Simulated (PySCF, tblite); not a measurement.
**C₆H₁₀O₂Si: geometry, infrared bands and NMR shifts**

What infrared bands and NMR shifts should C₆H₁₀O₂Si (`CC(=O)[C@@H]1C[C@@]1([SiH3])C=O`) show?

The runs use tblite 0.8.0 and PySCF 2.14.0, with density-fitted response routines of our own; the level of theory stands in each step. All values are computed, except where a source is named. Atoms count from 0, in the outputs and in this text.

**1. The molecule as given**

19 atoms, charge 0, multiplicity 1; geometry from: force field or distance geometry start.

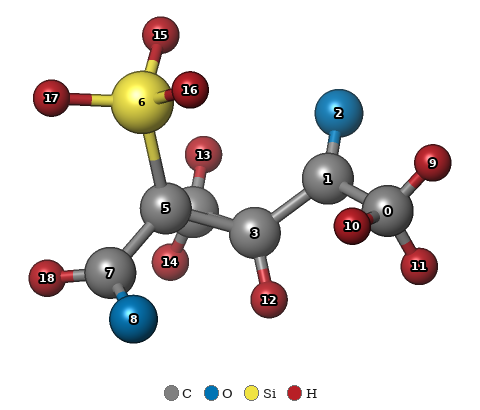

As it starts; carbon grey, oxygen blue, silicon yellow, hydrogen red, atoms numbered.

**2. Geometry optimisation with GFN2-xTB**

What the job is given:

```
{"job": {"kind": "relax", "xc": "GFN2-xTB", "basis": "xTB"}, "charge": 0, "multiplicity": 1}
C      2.581200    -0.408200     0.390000
C      1.551900    -0.051900    -0.668300
O      1.768200     0.760100    -1.542300
C      0.257000    -0.772300    -0.565900
C     -0.828600    -0.591600    -1.583900
C     -1.046100    -0.081000    -0.185800
Si    -1.108900     1.790300     0.070700
C     -1.964600    -0.775200     0.733400
O     -1.559600    -1.296600     1.765000
H      3.418300     0.277800     0.324000
H      2.124800    -0.309100     1.382900
H      2.919800    -1.431800     0.237800
H      0.369600    -1.794300    -0.172500
H     -0.633500     0.106400    -2.406100
H     -1.369800    -1.465900    -1.914000
H     -0.822100     2.513600    -1.173800
H     -0.150100     2.199900     1.134400
H     -2.485200     2.161200     0.489900
H     -3.032100    -0.822200     0.432900
```

The run is started by

```sh
$ OMP_NUM_THREADS=1 python probes_run.py task.json out
```

This one command runs all jobs of the session in turn.

Log:

```text
step      E/eV     max force
  0    -755.15771    1.873
  1    -755.19484    2.100
  2    -755.23304    0.310
  3    -755.24421    0.238
  4    -755.25267    0.224
  5    -755.25685    0.264
  6    -755.26301    0.210
  7    -755.26922    0.264
  8    -755.27422    0.144
  9    -755.27749    0.129
 10    -755.28083    0.144
 11    -755.28376    0.192
 12    -755.28650    0.158
 13    -755.28918    0.117
 14    -755.29210    0.117
 15    -755.29542    0.155
 16    -755.29941    0.178
 17    -755.30402    0.181
 18    -755.30849    0.150
 19    -755.31233    0.138
 20    -755.31579    0.135
 21    -755.31942    0.179
 22    -755.32416    0.182
 23    -755.32990    0.186
 24    -755.33550    0.186
 25    -755.34066    0.191
 26    -755.34557    0.342
 27    -755.34830    0.450
 28    -755.35405    0.151
 29    -755.35771    0.231
 30    -755.36120    0.227
 31    -755.36545    0.190
 32    -755.37223    0.226
 33    -755.38042    0.259
 34    -755.38816    0.275
 35    -755.38208    0.721
 36    -755.40004    0.368
 37    -755.40463    0.223
 38    -755.41629    0.191
 39    -755.41906    0.190
 40    -755.43062    0.168
 41    -755.43793    0.174
 42    -755.44665    0.184
 43    -755.45358    0.220
 44    -755.46147    0.180
 45    -755.46795    0.159
 46    -755.47291    0.156
 47    -755.47667    0.146
 48    -755.48022    0.157
 49    -755.48358    0.208
 50    -755.48648    0.157
 51    -755.48900    0.185
 52    -755.49178    0.146
 53    -755.49588    0.209
 54    -755.49861    0.201
 55    -755.50071    0.129
 56    -755.50220    0.087
 57    -755.50353    0.095
 58    -755.50496    0.110
 59    -755.50666    0.154
 60    -755.50866    0.158
 61    -755.51086    0.119
 62    -755.51291    0.099
 63    -755.51453    0.088
 64    -755.51583    0.116
 65    -755.51713    0.108
 66    -755.51855    0.093
 67    -755.52004    0.085
 68    -755.52131    0.081
 69    -755.52240    0.085
 70    -755.52334    0.100
 71    -755.52427    0.093
 72    -755.52524    0.097
 73    -755.52631    0.102
 74    -755.52731    0.077
 75    -755.52811    0.056
 76    -755.52872    0.059
 77    -755.52931    0.051
 78    -755.52984    0.055
 79    -755.53029    0.049
 80    -755.53061    0.048
 81    -755.53086    0.032
 82    -755.53105    0.033
 83    -755.53121    0.034
 84    -755.53138    0.038
 85    -755.53167    0.043
 86    -755.53210    0.059
 87    -755.53257    0.051
 88    -755.53291    0.050
 89    -755.53310    0.028
 90    -755.53322    0.026
 91    -755.53335    0.032
 92    -755.53352    0.046
 93    -755.53364    0.043
 94    -755.53376    0.028
 95    -755.53388    0.020
 96    -755.53399    0.029
 97    -755.53409    0.035
 98    -755.53420    0.033
 99    -755.53434    0.026
100    -755.53451    0.028
101    -755.53469    0.038
102    -755.53487    0.048
103    -755.53504    0.049
104    -755.53522    0.030
105    -755.53540    0.035
106    -755.53559    0.042
107    -755.53577    0.033
108    -755.53592    0.038
109    -755.53606    0.032
110    -755.53621    0.033
111    -755.53648    0.036
112    -755.53673    0.056
113    -755.53702    0.046
114    -755.53718    0.038
115    -755.53727    0.024
116    -755.53734    0.031
117    -755.53745    0.028
118    -755.53763    0.046
119    -755.53779    0.024
120    -755.53789    0.021
121    -755.53800    0.022
122    -755.53811    0.030
123    -755.53820    0.026
124    -755.53829    0.023
125    -755.53836    0.016
126    -755.53841    0.021
127    -755.53846    0.022
128    -755.53857    0.027
129    -755.53871    0.024
130    -755.53886    0.026
131    -755.53896    0.024
132    -755.53903    0.018
133    -755.53910    0.023
134    -755.53916    0.041
135    -755.53923    0.053
136    -755.53931    0.059
137    -755.53940    0.044
138    -755.53947    0.028
139    -755.53952    0.014
140    -755.53954    0.018
141    -755.53957    0.023
142    -755.53962    0.036
143    -755.53973    0.021
144    -755.53977    0.017
145    -755.53980    0.011
146    -755.53982    0.010
```

Run time: 1.9 s. Hardware: 1 thread of Arm Neoverse N1, shared host; peak memory 0.18 GiB.

Step by step: (not every step is listed)

```tsv
step	energy from step 0 (eV)	largest force (eV/Å)
0	0.0000	1.8729
1	-0.0371	2.0999
2	-0.0753	0.3102
3	-0.0865	0.2382
4	-0.0950	0.2243
5	-0.0991	0.2644
6	-0.1053	0.2098
7	-0.1115	0.2642
8	-0.1165	0.1438
21	-0.1617	0.1787
34	-0.2305	0.2745
47	-0.3190	0.1459
60	-0.3510	0.1584
73	-0.3686	0.1017
86	-0.3744	0.0590
99	-0.3766	0.0264
112	-0.3790	0.0563
125	-0.3807	0.0157
138	-0.3818	0.0279
141	-0.3819	0.0231
142	-0.3819	0.0363
143	-0.3820	0.0213
144	-0.3821	0.0168
145	-0.3821	0.0112
146	-0.3821	0.0099
```

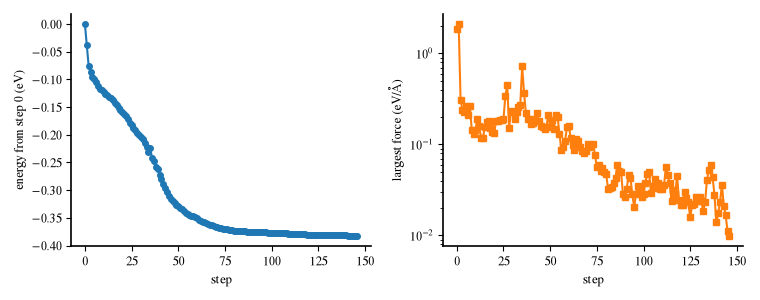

Energy and force, step by step.

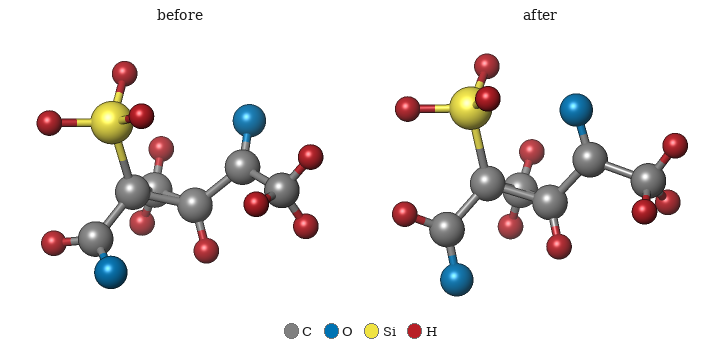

Before and after, at one scale.

Close pairs (by a distance rule), those that changed most:

```tsv
bond	before (Å)	after (Å)	change (Å)
Si6–H16	1.489	1.457	-0.033
C7–O8	1.225	1.205	-0.020
C3–H12	1.101	1.083	-0.018
C1–C3	1.485	1.468	-0.018
C0–C1	1.519	1.502	-0.017
C4–H13	1.096	1.080	-0.016
Si6–H15	1.468	1.455	-0.013
C5–Si6	1.890	1.902	+0.012
```

The final coordinates are the input of the step that follows.

**3. Vibrational analysis with GFN2-xTB**

What the job is given:

```
{"job": {"kind": "ir", "xc": "GFN2-xTB", "basis": "xTB"}, "charge": 0, "multiplicity": 1}
C      2.739884    -0.488831     0.130703
C      1.416384     0.138226    -0.200443
O      1.297383     1.319236    -0.461441
C      0.249948    -0.752677    -0.186705
C     -0.644844    -0.753787    -1.388056
C     -1.100564    -0.038092    -0.147913
Si    -1.102810     1.863232    -0.177842
C     -2.125115    -0.741864     0.639727
O     -2.097592    -1.909369     0.936771
H      3.537387     0.244859     0.050919
H      2.706192    -0.881306     1.145589
H      2.932452    -1.320711    -0.543911
H      0.345072    -1.687609     0.351291
H     -0.353777    -0.149564    -2.234541
H     -1.120247    -1.691768    -1.640476
H     -0.792641     2.372635    -1.504812
H     -0.400408     2.421442     0.969696
H     -2.534124     2.159013     0.049255
H     -2.962383    -0.093814     0.960542
```

Log:

```text
mode    cm-1     km/mol
  1      50.9     14.46
  2      77.4      5.64
  3     108.2      0.28
  4     122.3      7.87
  5     142.7     33.94
  6     206.1      0.62
  7     253.7      1.17
  8     280.8      1.44
  9     316.0     13.01
 10     333.4      0.82
 11     386.9     10.75
 12     449.5     15.64
 13     567.7     71.19
 14     580.7      4.05
 15     598.4     30.70
 16     620.1     61.84
 17     702.6     79.34
 18     732.7    126.98
 19     821.4      0.26
 20     858.8    266.47
 21     871.5     71.49
 22     890.5    120.33
 23     910.5      3.73
 24     938.2      8.19
 25     973.7     20.35
 26     983.5     37.27
 27    1010.5     19.11
 28    1030.5     67.87
 29    1068.1     13.07
 30    1077.5     27.10
 31    1167.0     26.77
 32    1194.9    133.82
 33    1267.5    156.85
 34    1365.1     32.51
 35    1378.3     40.09
 36    1389.3     19.25
 37    1445.2     14.51
 38    1445.9      9.81
 39    1450.7      9.94
 40    1706.8    287.86
 41    1747.0    301.99
 42    2145.3    396.95
 43    2317.5    134.82
 44    2341.9    350.62
 45    2775.6    128.22
 46    3021.3      4.19
 47    3030.4      2.53
 48    3054.1      7.66
 49    3059.2      7.12
 50    3068.3     14.88
 51    3089.6     17.36
```

Run time: 1.2 s. Hardware: 1 thread of Arm Neoverse N1, shared host; peak memory 0.18 GiB.

Which atoms move in the most intense modes:

```tsv
cm⁻¹	km/mol	atoms
859	266.5	H17 31 %, H15 25 %, H16 23 %
1195	133.8	C5 42 %, C1 16 %, H12 12 %
1268	156.8	H12 24 %, C5 21 %, C1 19 %, C3 13 %
1707	287.9	C1 62 %, O2 35 %
1747	302.0	C7 60 %, O8 38 %
2145	396.9	H17 95 %
2318	134.8	H16 79 %, H15 18 %
2342	350.6	H15 79 %, H16 17 %
```

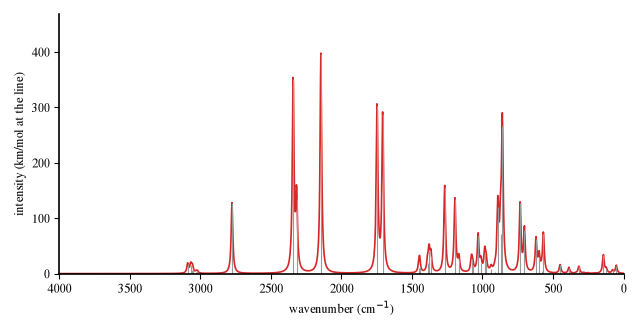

The infrared spectrum from these modes, unscaled. Lines are broadened to a width of 14 cm⁻¹ (Lorentzian).

**4. NMR shieldings: PBE0/pcSseg-1**

The job, as its differences from that of step 3:

```diff
@@ -1,2 +1,2 @@
-{"job": {"kind": "ir", "xc": "GFN2-xTB", "basis": "xTB"}, "charge": 0, "multiplicity": 1}
+{"job": {"kind": "nmr", "xc": "PBE0", "basis": "pcSseg-1"}, "charge": 0, "multiplicity": 1}
 C      2.739884    -0.488831     0.130703
```

With the program's defaults for keys left out, this is: GIAO PBE0/pcSseg-1 NMR shielding, non-relativistic, gas phase.

Log:

```text
coarse grid: 16512 points
cycle   1  E = -673.6639545881  dE =  1.497e+00  |g| = 1.019e+00  |ddm| = 3.987e+00
cycle   2  E = -672.9774163003  dE =  6.865e-01  |g| = 2.141e+00  |ddm| = 3.166e+00
cycle   3  E = -673.8611490778  dE = -8.837e-01  |g| = 1.694e-01  |ddm| = 2.471e+00
cycle   4  E = -673.8668247338  dE = -5.676e-03  |g| = 8.247e-02  |ddm| = 2.313e-01
cycle   5  E = -673.8684111521  dE = -1.586e-03  |g| = 1.666e-02  |ddm| = 9.093e-02
cycle   6  E = -673.8684687677  dE = -5.762e-05  |g| = 5.407e-03  |ddm| = 1.798e-02
cycle   7  E = -673.8684753552  dE = -6.587e-06  |g| = 1.195e-03  |ddm| = 6.225e-03
final grid: 155312 points
cycle   8  E = -673.9423127274  dE = -1.773e-05  |g| = 1.553e-02  |ddm| = 3.951e-02
cycle   9  E = -673.9421715728  dE =  1.412e-04  |g| = 3.134e-02  |ddm| = 3.800e-02
cycle  10  E = -673.9423592298  dE = -1.877e-04  |g| = 1.951e-03  |ddm| = 2.670e-02
cycle  11  E = -673.9423600601  dE = -8.303e-07  |g| = 2.291e-04  |ddm| = 1.839e-03
cycle  12  E = -673.9423600703  dE = -1.017e-08  |g| = 1.263e-04  |ddm| = 4.314e-04
cycle  13  E = -673.9423600737  dE = -3.467e-09  |g| = 4.126e-05  |ddm| = 1.371e-04
cycle  14  E = -673.9423600740  dE = -2.635e-10  |g| = 1.796e-05  |ddm| = 4.706e-05
converged SCF energy = -673.9423600740

GIAO shielding tensors (ppm)
atom      isotropic    diamagn.    paramagn.     s11        s22        s33       span
  0 C      154.100     251.929     -97.829    132.446    137.654    192.199     59.753
  1 C      -30.166     251.613    -281.779   -102.160    -92.048    103.710    205.869
  2 O     -268.600     405.726    -674.326   -742.849   -376.286    313.334   1056.182
  3 C      149.163     257.402    -108.239    110.607    139.232    197.651     87.044
  4 C      151.390     253.492    -102.102    125.262    155.001    173.909     48.647
  5 C      158.474     263.498    -105.024    114.713    154.306    206.402     91.689
  6 Si     415.526     879.843    -464.317    364.240    407.787    474.552    110.311
  7 C      -22.641     243.320    -265.961   -113.615    -47.570     93.262    206.878
  8 O     -322.488     402.300    -724.788   -919.564   -432.931    385.031   1304.595
  9 H       29.456      28.353       1.103     25.479     27.632     35.256      9.777
 10 H       29.195      29.927      -0.732     26.006     28.582     32.996      6.990
 11 H       29.123      29.155      -0.032     25.581     28.874     32.914      7.332
 12 H       28.853      35.575      -6.722     22.839     28.917     34.801     11.962
 13 H       30.631      33.099      -2.468     25.098     28.583     38.211     13.113
 14 H       29.977      32.702      -2.725     25.034     26.876     38.019     12.985
 15 H       27.332      29.590      -2.258     24.065     25.705     32.224      8.159
 16 H       27.407      29.824      -2.417     23.623     26.372     32.226      8.603
 17 H       27.188      29.679      -2.491     24.174     24.948     32.442      8.267
 18 H       21.424      28.288      -6.863     18.836     19.284     26.153      7.317
```

Wall time 69 s (1 thread of Arm Neoverse N1, shared host); peak memory 1 GiB.

Shifts follow as δ = σ(reference) − σ, with reference shieldings (ppm) from runs at the same level and on the same kind of geometry: ¹H TMS 31.72, ¹³C TMS 186.9, ²⁹Si TMS 349.2, ¹⁷O H2O 336.1. The references are single molecules in the gas phase, so shifts against H2O, NH3, PH3, H3PO4 or CFCl3 are not on the usual liquid scales and can be off by tens of ppm. Atoms listed in one row are averaged.

```tsv
atoms	environment	σ (ppm)	δ (ppm)	δ scaled to CDCl3
C1	ketone carbonyl carbon	-30.2	217.1	210.0
C7	aldehyde carbonyl carbon	-22.6	209.6	202.6
C3	three-membered-ring carbon	149.2	37.8	34.9
C4	three-membered-ring carbon	151.4	35.5	32.8
C0	methyl carbon α to a carbonyl	154.1	32.8	30.1
C5	three-membered-ring carbon	158.5	28.5	25.9
H18	hydrogen on an aldehyde carbonyl carbon	21.42	10.29	9.81
H15, H16, H17	hydrogen on a silicon bonded to C	27.31	4.41	–
H12	hydrogen on a three-membered-ring carbon	28.85	2.86	2.81
H9, H10, H11	hydrogen on a methyl carbon α to a carbonyl	29.26	2.46	2.42
H14	hydrogen on a three-membered-ring carbon	29.98	1.74	1.75
H13	hydrogen on a three-membered-ring carbon	30.63	1.09	1.13
O8	aldehyde oxygen	-322.5	658.6	–
O2	ketone oxygen	-268.6	604.7	–
Si6	silicon bonded to C, 3 H	415.5	-66.4	–
```

The scaled column applies a straight-line fit of computed shieldings to shifts measured in CDCl3 (root-mean-square error 0.16 ppm for H, 1.9 ppm for C).

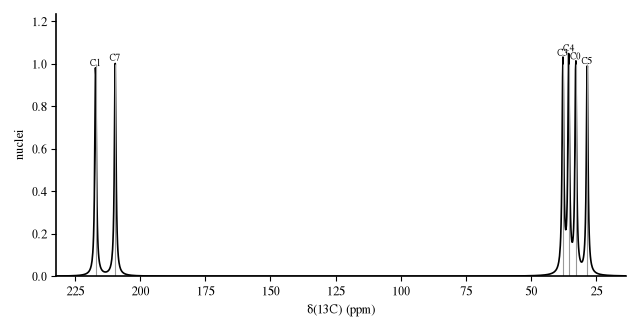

¹³C lines at the computed shifts, without couplings. Lines are broadened to a width of 0.75 ppm (Lorentzian).

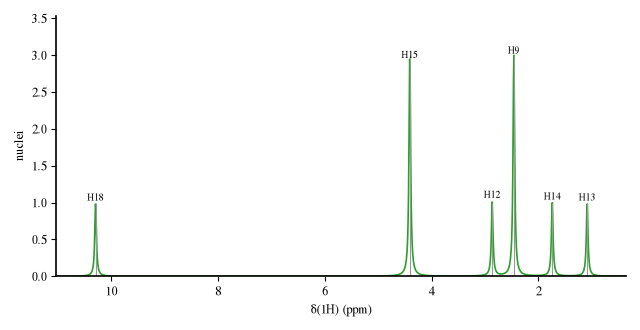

¹H lines at the computed shifts, without couplings. Lines are broadened to a width of 0.04 ppm (Lorentzian).

Charges from the same density, by scheme (e):

```tsv
atoms	Mulliken	IAO	Hirshfeld	ESP fit
C0	-0.23	-0.47	-0.12	-0.59
C1	0.28	0.40	0.18	0.72
O2	-0.42	-0.41	-0.18	-0.48
C3	-0.24	-0.18	-0.05	-0.28
C4	-0.04	-0.23	-0.06	-0.37
C5	-0.68	-0.31	-0.09	-0.11
Si6	0.66	0.63	0.28	0.36
C7	0.37	0.27	0.13	0.45
O8	-0.37	-0.41	-0.23	-0.46
```

IAO charges:

C0 -0.47; C1 0.40; O2 -0.41; C3 -0.18; C4 -0.23; C5 -0.31; Si6 0.63; C7 0.27; O8 -0.41; H9 0.17; H10 0.17; H11 0.17; H12 0.17; H13 0.16; H14 0.17; H15 -0.11; H16 -0.12; H17 -0.16; H18 0.11

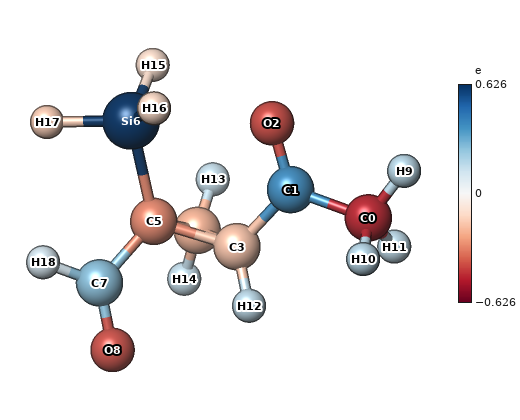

IAO charges, as colours on the atoms.

Mayer bond orders: C0–C1 1.04, C1–O2 1.86, C1–C3 0.95, C3–C4 0.92, C4–C5 0.92, C5–Si6 0.78, C5–C7 0.99, C7–O8 2.01, C5–C3 0.84.

Ring of atoms C3, C4, C5: NICS(0) -44.7, NICS(1) -8.0, NICS(1)zz -23.3 ppm (means of both faces).

In rings of three or four atoms NICS is ruled by the nearby σ bonds, so it says little on aromaticity.

**5. What came out**

```
                                                              quantity                                     value
                             strongest single infrared mode (GFN2-xTB)                     2145 cm⁻¹, 397 km/mol
                                          zero-point energy (GFN2-xTB)                             87.8 kcal/mol
                                ¹³C shifts against TMS (PBE0/pcSseg-1)  217.1, 209.6, 37.8, 35.5, 32.8, 28.5 ppm
¹H shifts against TMS (PBE0/pcSseg-1, means over atoms taken as alike)   10.29, 4.41, 2.86, 2.46, 1.74, 1.09 ppm
                                ¹⁷O shifts against H2O (PBE0/pcSseg-1)                          658.6, 604.7 ppm
                               ²⁹Si shifts against TMS (PBE0/pcSseg-1)                                 -66.4 ppm
```

In words: Over 146 steps the energy fell by 0.382 eV; of the close pairs, Si6–H16 changed most, 1.489 to 1.457 Å. No mode is imaginary among the 51: a minimum at this level. The strongest single mode, at 2145 cm⁻¹, moves mainly H17. Unscaled tight-binding wavenumbers are off by several per cent, some by more. Its intensities can rank the bands wrongly. The most deshielded carbon is C1 (ketone carbonyl carbon), at 217.1 ppm: the double bond to the heteroatom, with no lone-pair donor beside it, deshields it most. The most deshielded hydrogen is H18 (hydrogen on an aldehyde carbonyl carbon), at 10.29 ppm: the C=O anisotropy and electron withdrawal place aldehyde protons far downfield. At PBE0/pcSseg-1: The largest span, 1305 ppm, is at O8, where the paramagnetic term is -725 ppm.
